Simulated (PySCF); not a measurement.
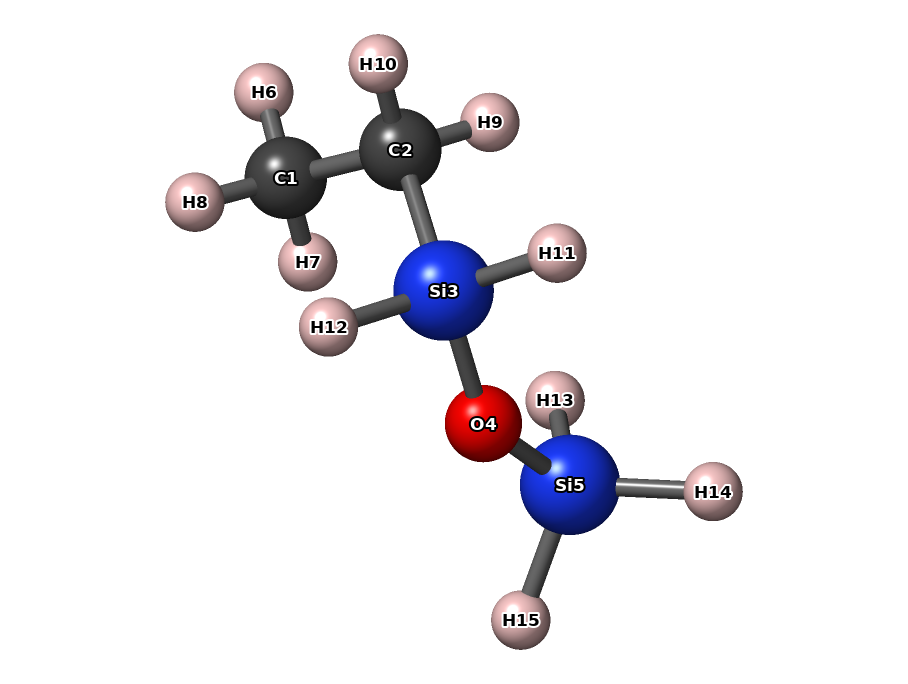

The thickness of each stick grows with its Mayer bond order. The computed structure is the end point of a PBE0-D3(BJ)/def2-SVP optimisation. No frequency run is at hand to confirm it as a minimum. Computed with PBE0/pcSseg-1 (PySCF 2.14.0).

List the Mayer bond orders of C1–C2, C1–H6, C1–H7, C1–H8, C2–Si3, C2–H9, C2–H10, Si3–O4, Si3–H11, Si3–H12, O4–Si5, Si5–H13, Si5–H14, Si5–H15.

| bond | Mayer order | length (Å) |
| --- | --- | --- |
| C1–C2 | 1.05 | 1.526 |
| C1–H6 | 0.97 | 1.101 |
| C1–H7 | 0.96 | 1.101 |
| C1–H8 | 0.97 | 1.102 |
| C2–Si3 | 0.92 | 1.876 |
| C2–H9 | 0.94 | 1.105 |
| C2–H10 | 0.94 | 1.105 |
| Si3–O4 | 0.89 | 1.664 |
| Si3–H11 | 0.92 | 1.497 |
| Si3–H12 | 0.92 | 1.493 |
| O4–Si5 | 0.92 | 1.652 |
| Si5–H13 | 0.92 | 1.497 |
| Si5–H14 | 0.92 | 1.495 |
| Si5–H15 | 0.93 | 1.490 |
